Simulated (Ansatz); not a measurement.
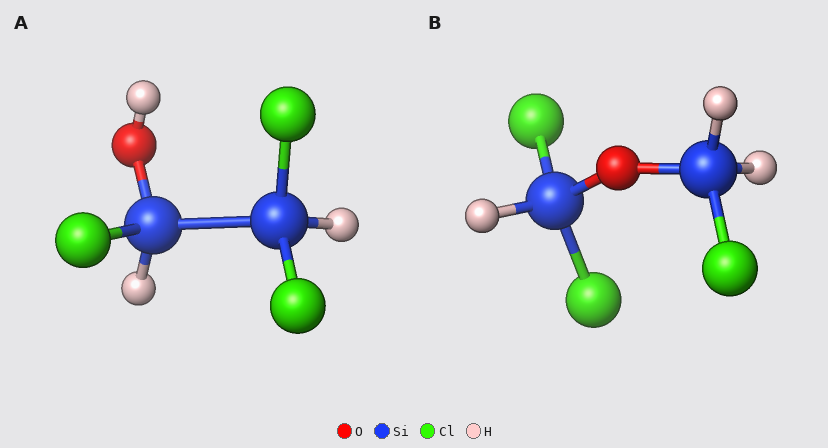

2 stationary structures of one formula. Geometries: PBE0-D4/def2-TZVP. Electronic energies: PBE0-D4/def2-TZVP (Ansatz 0.2.0), without zero-point energy. No frequency run is at hand to confirm each as a minimum. Each is one conformer, not always the lowest.

### Which is lowest in energy, and by how much?

B is lowest; A lies 1.227 eV above it. A is `O[Si@H](Cl)[SiH](Cl)Cl`, B is `Cl[SiH2]O[SiH](Cl)Cl`.
